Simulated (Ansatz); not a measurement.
A series of calculations on GeH$_{4}$

## 1. Relaxation

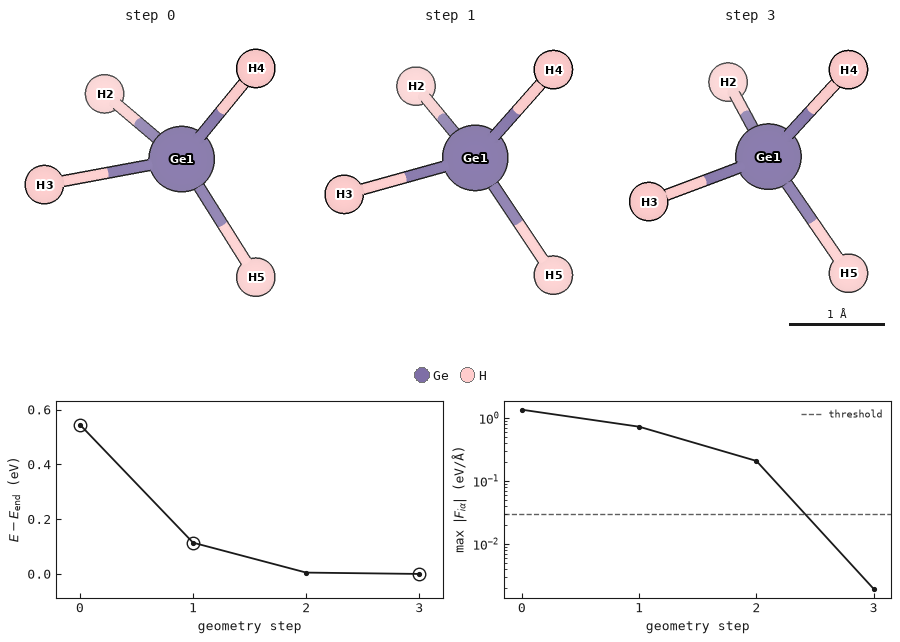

Frames of a relaxation of GeH4, marked on the history of the run. Style: ball-and-stick. Shown at a tilt.

The run prepares an end point of a later path (reaction) calculation, from a guessed geometry.

Level of theory: RKS PBE-D4/def2-SVPD in Ansatz 0.2.0.

Input file:
```yaml
crystal:
  periodic: [false, false, false]
  atoms:
    - { symbol: Ge, position_ang: [0.134831, 0.0, 0.095417] }
    - { symbol: H, position_ang: [0.55767, 0.0, 1.568098] }
    - { symbol: H, position_ang: [1.664253, 0.0, 0.003518] }
    - { symbol: H, position_ang: [-0.540427, 1.293296, -0.382166] }
    - { symbol: H, position_ang: [-0.540427, -1.293296, -0.382166] }
basis:
  gaussian: { orbitals: def2-SVPD }
hamiltonian:
  xc: pbe
  dispersion: d4
relax:
  f_tol: 0.03
  max_steps: 50
```

Run as
```bash
ansatz run input.yaml --threads 1 --pin off --max-ram 2048MiB --backend cpu --events-out ev --progress --plain --runs-dir out
```

> Describe the path.

Over 3 geometry steps the energy falls by 0.545 eV. Largest force component: 1.4 eV/Å at the start, 0.0019 eV/Å at the end. The largest moves after the best rigid fit, 0.34 Å, are those of H2 and H3. By element the largest moves are H 0.34 Å, Ge 0.15 Å. Some distances before and after: Ge1–H2 1.532 → 1.545 Å, Ge1–H4 1.535 → 1.546 Å. Among the angles between lasting bonds that change: H2–Ge1–H3 77.4° → 109.5°, H2–Ge1–H4 114.9° → 109.5°. Cost: 6 s on 1 thread of Arm Neoverse V1, with other jobs on the host, peak memory 0.11 GiB. From step 0 to 1: H atoms move most (0.19 Å), energy −0.431 eV. From step 1 to 3: H atoms move most (0.15 Å), energy −0.114 eV.

## 2. Relaxation

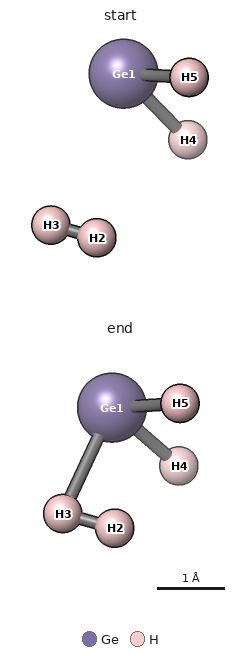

The structure of GeH₄ before (top) and after (bottom) a relaxation, at one scale.

A ball-and-stick model, seen from a free direction.

The run prepares an end point of a later path (reaction) calculation, from a guessed geometry.

These are results of RKS PBE-D4/def2-SVPD in Ansatz 0.2.0, not measurements. Settings: no spin polarisation; force threshold 0.03 eV/Å; at most 50 steps.

Q: What changed between the two?

A: The energy falls by 29.8 kJ/mol in 5 accepted moves (6 points after the start). Largest force component: 1.6 eV/Å at the start, 0.0085 eV/Å at the end. The line search rejected the trial step at point 3 of the run. The atom that moves furthest after the best rigid fit is H2 (0.46 Å). By element the largest moves are H 0.46 Å, Ge 0.39 Å. Near-neighbour distances that change, for instance: Ge1–H3 2.746 → 1.910 Å, Ge1–H2 2.746 → 1.998 Å, H2–H3 0.724 → 0.821 Å, Ge1–H4 1.613 → 1.604 Å.

Limits of the set-up: the start holds two separate molecules, 2.7 Å apart at their closest, whose relative position is a soft coordinate.

## 3. Path

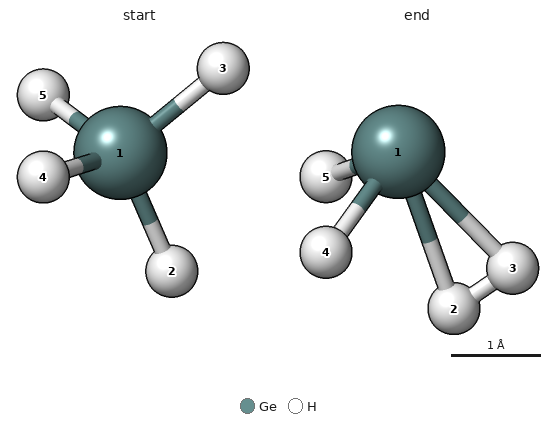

The two relaxed end points of a path for GeH₄. Style: ball-and-stick. Shown from a free direction.

Theory: RKS PBE-D4/def2-SVPD in Ansatz 0.2.0.

Run with 7 movable images; climbing image; force threshold 0.05 eV/Å; iteration limit 60.

Start:
```xyz
5

Ge    0.2552    0.0000    0.1806
H     0.2551    0.0000    1.7260
H     1.7124    0.0000   -0.3343
H    -0.4734    1.2619   -0.3348
H    -0.4734   -1.2619   -0.3348
```

End:
```xyz
5

Ge    0.2400    0.0007   -0.7861
H     0.7836    0.0020    1.1363
H     1.4657   -0.0014    0.6791
H    -0.6071    1.1536   -0.0615
H    -0.6063   -1.1550   -0.0651
```

Predict the minimum-energy path and its barrier.

Forward barrier 1.99 eV, backward barrier 0.43 eV, with image 6 at the top; the reaction energy is +1.57 eV. No bond forms or breaks between the ends. Among the angles between lasting bonds that change up to the highest image: H2–Ge1–H3 109.5° → 45.2°, H2–Ge1–H4 109.5° → 80.8°. The band converged in 9 iterations. The largest component of the band force went from 2.9 to 0.023 eV/Å. The climbing image converged on the top of the path. Its vibrational analysis gives one imaginary mode (1066i cm⁻¹), as a transition state must have.

Energies of the converged images:

```tsv
image	path (Å)	E (eV)
0	0.00	0.000
1	0.21	0.099
2	0.43	0.399
3	0.64	0.870
4	0.85	1.405
5	1.07	1.830
6	1.28	1.994
7	1.55	1.763
8	1.81	1.569
```

The geometry at the top of the path:

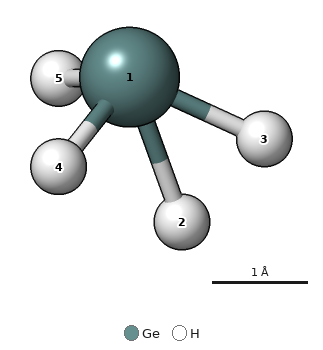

The run took 85 s on 1 thread of Arm Neoverse V1, on a shared host, peak memory 0.11 GiB.
